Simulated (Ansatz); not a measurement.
# CCl2 (SMILES Cl[C]Cl): levels of theory compared

Aim: a comparison of 6 runs (HF/STO-3G, HF/3-21G, B3LYP/6-31G*, wB97X/pcseg-1, SVWN5/pcseg-2, CCSD(T)/def2-SVPD) of CCl2. 

The results are computed with Ansatz 0.2.0.

5 further runs of the same task are left out: 3 for a known fault of the program, 2 set aside as unsound or not needed.

## 1. The structure to begin with

CCl2: 3 atoms, total charge 0, spin state singlet. As SMILES, `Cl[C]Cl`. Geometry: relaxed at PBE0-D4/def2-TZVP.

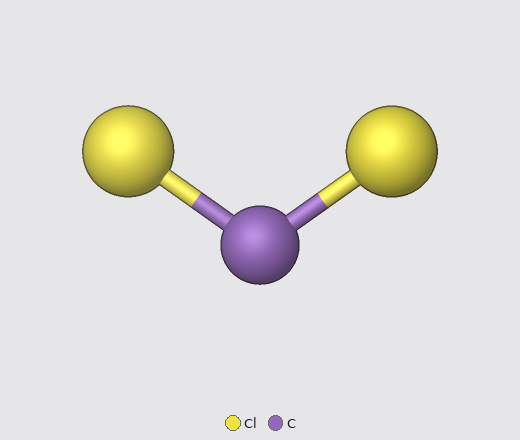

Viewed from a chosen angle; chlorine yellow, carbon purple.

## 2. Energy and forces at HF/STO-3G (run 1)

run.yaml

```yaml
crystal:
  periodic: [false, false, false]
  atoms:
    - {symbol: Cl, position_ang: [1.236700, -0.329300, 0.644300]}
    - {symbol: C, position_ang: [-0.231600, -0.585100, -0.189800]}
    - {symbol: Cl, position_ang: [-1.005100, 0.914500, -0.454500]}
basis:
  gaussian: {orbitals: STO-3G}
accuracy: high
total_charge: 0
hamiltonian: {xc: hf}
output: {forces: true, orbitals: {seedname: orbitals}}
```

Launch:

```sh
$ ansatz run run.yaml --threads 1 --pin off --max-ram 2610MiB --events-out events.jsonl --progress --plain --runs-dir runs
```

The log of the run:

```text
Warning: RAYON_NUM_THREADS=1 ignored (pool sized by the plan → 1); use --threads N
Functional definition: HF
  name "HF"
  exchange = exact_x
  correlation = 0
406 factors; integrals over basis functions are off by at most 1.3e-8 eV
mean field evaluation 1: about -25750.9228 eV, gradient 2.3e1 eV
mean field evaluation 2: about -25751.0185 eV, gradient 2.3e1 eV
mean field evaluation 4: about -25753.3888 eV, gradient 1.6e0 eV
mean field evaluation 8: about -25753.4214 eV, gradient 4.2e-2 eV
mean field -25753.42137042 eV, -946.4207790670 hartree, gradient 2.6e-8 eV, S^2 0.000000; 0 other end points of the search recorded, 0 dependent functions left out
the calculation of the forces begins
reference -25753.42137042 eV, -946.4207790670 hartree; 20, 20 occupied and 3, 3 virtual orbitals, 406 factors
Total energy: -25753.42137042 eV, -946.4207790670 hartree
Atom 0 at     1.236700    -0.329300     0.644300 Å, force     2.893345     0.477497     1.640788 eV/Å
Atom 1 at    -0.231600    -0.585100    -0.189800 Å, force    -1.352449    -3.414431    -1.108086 eV/Å
Atom 2 at    -1.005100     0.914500    -0.454500 Å, force    -1.540896     2.936934    -0.532702 eV/Å
Dipole moment:     0.011376     0.028658     0.009314 e Å
```

Wall time 0.2 s (1 thread of AMD EPYC 9R45 (Zen 5), shared host).

## 3. Energy and gradient at HF/3-21G (run 2)

job.yaml

```yaml
basis:
  gaussian:
    orbitals: 3-21G.json
crystal:
  periodic: [false, false, false]
  atoms:
    - {symbol: Cl, position_ang: [1.236700, -0.329300, 0.644300]}
    - {symbol: C, position_ang: [-0.231600, -0.585100, -0.189800]}
    - {symbol: Cl, position_ang: [-1.005100, 0.914500, -0.454500]}
hamiltonian:
  xc: hf
accuracy: high
output: {forces: true, orbitals: {seedname: orbitals}}
```

The basis set 3-21G is read from a file made from the Basis Set Exchange's data (not shown).

Launch:

```sh
$ ansatz run job.yaml --threads 1 --pin off --max-ram 2610MiB --events-out events.jsonl --progress --plain --runs-dir runs
```

The log of the run, shortened:

```text
Warning: RAYON_NUM_THREADS=1 ignored (pool sized by the plan → 1); use --threads N
[... 2 set-up lines as earlier in the session ...]
[...]
749 factors; integrals over basis functions are off by at most 3.1e-9 eV
[...]
mean field -25907.69365450 eV, -952.0901809374 hartree, gradient 1.7e-8 eV, S^2 0.000000; 0 other end points of the search recorded, 0 dependent functions left out
[...]
reference -25907.69365450 eV, -952.0901809374 hartree; 20, 20 occupied and 15, 15 virtual orbitals, 749 factors
Total energy: -25907.69365450 eV, -952.0901809374 hartree
Atom 0 at     1.236700    -0.329300     0.644300 Å, force     2.630737     0.148110     1.461289 eV/Å
Atom 1 at    -0.231600    -0.585100    -0.189800 Å, force    -1.043843    -2.635809    -0.855292 eV/Å
Atom 2 at    -1.005100     0.914500    -0.454500 Å, force    -1.586895     2.487699    -0.605997 eV/Å
Dipole moment:     0.069741     0.176099     0.057143 e Å
```

It took 0.32 s on 1 thread of AMD EPYC 9R45 (Zen 5), shared host; peak memory 0.098 GiB.

Runs 3 to 4 aren't shown in full; the table further down has their settings and results.

## 4. Energy and forces at SVWN5/pcseg-2 (run 5)

input.yaml

```yaml
crystal:
  periodic: [false, false, false]
  atoms:
    - symbol: Cl
      position_ang: [1.236700, -0.329300, 0.644300]
    - symbol: C
      position_ang: [-0.231600, -0.585100, -0.189800]
    - symbol: Cl
      position_ang: [-1.005100, 0.914500, -0.454500]
basis:
  gaussian: {orbitals: pcseg-2}
hamiltonian: {xc: {name: SVWN5}}
accuracy: high
output: {forces: true, orbitals: {seedname: orbitals}}
```

Launch:

```sh
$ ansatz run input.yaml --threads 1 --pin off --max-ram 2610MiB --events-out events.jsonl --progress --plain --runs-dir runs
```

The log of the run, shortened:

```text
Warning: RAYON_NUM_THREADS=1 ignored (pool sized by the plan → 1); use --threads N
Functional definition: SVWN5
  name "SVWN5"
[...]
1572 factors; integrals over basis functions are off by at most 3.5e-9 eV
[...]
mean field -25991.01125910 eV, -955.1520464316 hartree, gradient 4.0e-8 eV, S^2 0.000000; 0 other end points of the search recorded, 0 dependent functions left out
[...]
reference -25991.01126137 eV, -955.1520465153 hartree; 20, 20 occupied and 78, 78 virtual orbitals, 1572 factors
Total energy: -25991.01126137 eV, -955.1520465153 hartree
Atom 0 at     1.236700    -0.329300     0.644300 Å, force     0.006503     0.021947     0.005919 eV/Å
Atom 1 at    -0.231600    -0.585100    -0.189800 Å, force    -0.016813    -0.041470    -0.013671 eV/Å
Atom 2 at    -1.005100     0.914500    -0.454500 Å, force     0.010310     0.019522     0.007752 eV/Å
Dipole moment:     0.102395     0.258598     0.083904 e Å
```

Run time: 2.4 s. Hardware: 1 thread of AMD EPYC 9R45 (Zen 5), shared host; peak memory 0.2 GiB.

## 5. Energy and gradient at CCSD(T)/def2-SVPD (run 6)

Edit run.yaml of step 2 so:

```diff
@@ -7,6 +7,11 @@
 basis:
-  gaussian: {orbitals: STO-3G}
+  gaussian:
+    orbitals: def2-SVPD
 accuracy: high
+output: {forces: true, orbitals: {seedname: orbitals}}
 total_charge: 0
-hamiltonian: {xc: hf}
-output: {forces: true, orbitals: {seedname: orbitals}}
+correlation:
+  method: ccsd_t
+  frozen_orbitals: {C: 1, Cl: 5}
+scf:
+  omitted_lower_state_checks: [cluster_reference, increment]
```

Launch:

```sh
$ ansatz run run.yaml --threads 1 --pin off --max-ram 2610MiB --events-out events.jsonl --progress --plain --runs-dir runs
```

The log of the run:

```text
Warning: RAYON_NUM_THREADS=1 ignored (pool sized by the plan → 1); use --threads N
[... 12 lines left out ...]
11 core orbitals not correlated: weight in the atoms' cores, before any rotation towards them, 1.000 or more for the frozen orbitals, at most 0.000 for the correlated occupied ones
[... 26 lines left out ...]
Total energy: -26038.53124409 eV, -956.8983736700 hartree
[... 3 lines left out ...]
Dipole moment:     0.083709     0.211389     0.068590 e Å
Checks for a lower state left out: cluster_reference, increment
```

Wall time 9.9 s (1 thread of AMD EPYC 9R45 (Zen 5), shared host); peak memory 0.41 GiB.

## 6. The series

```
run                               level  frozen core orbitals  energy (Eh)  dipole moment (D)  HOMO energy (eV)  LUMO energy (eV)  wall time
  1                           HF/STO-3G                     –  -946.420779               0.15             -9.40              3.77      0.2 s
  2                            HF/3-21G                     –  -952.090181               0.95            -11.09              0.63     0.32 s
  3  B3LYP/6-31G* (spherical functions)                     –  -958.373466               1.17             -7.05             -3.32      1.9 s
  4                       wB97X/pcseg-1                     –  -958.324334               1.26            -10.04             -1.15      5.1 s
  5                       SVWN5/pcseg-2                     –  -955.152047               1.40             -6.24             -4.58      2.4 s
  6                   CCSD(T)/def2-SVPD                    11  -956.898374               1.14            -10.97              0.71      9.9 s
```

## 7. Summary of results

| quantity | value |
| --- | --- |
| run 6: total energy | -956.89837 Eh |
| run 6: dipole moment (correlated density) | 1.14 D |
| run 6: HOMO energy (Hartree–Fock orbitals) | -10.97 eV |
| run 6: LUMO energy (Hartree–Fock orbitals) | 0.71 eV |
| run 6: HOMO–LUMO gap (Hartree–Fock orbitals) | 11.68 eV |
| run 6: correlation energy (11 core orbitals frozen) | -459.6 mEh |
| run 6: (T) correction | -17.92 mEh |
| run 6: T1 diagnostic | 0.021 |
| run 6: largest force on an atom | 0.714 eV/Å |

The dipole moment (its size) runs from 0.15 D (HF/STO-3G) to 1.40 D (SVWN5/pcseg-2). The two ends differ in method and basis. Over runs 1, 2, 3, 4, 5 the HOMO–LUMO gap runs from 1.66 eV (SVWN5/pcseg-2) to 13.18 eV (HF/STO-3G). Totals of different functionals can't be ranked against each other. In run 6 the log says that unrestricted orbitals would lower the reference, so the values rest on an unstable closed-shell determinant (other closed-shell runs at this shape may share the fault). In run 1 the basis is minimal, so the values are rough. All runs together took 20 s, the longest 9.9 s.
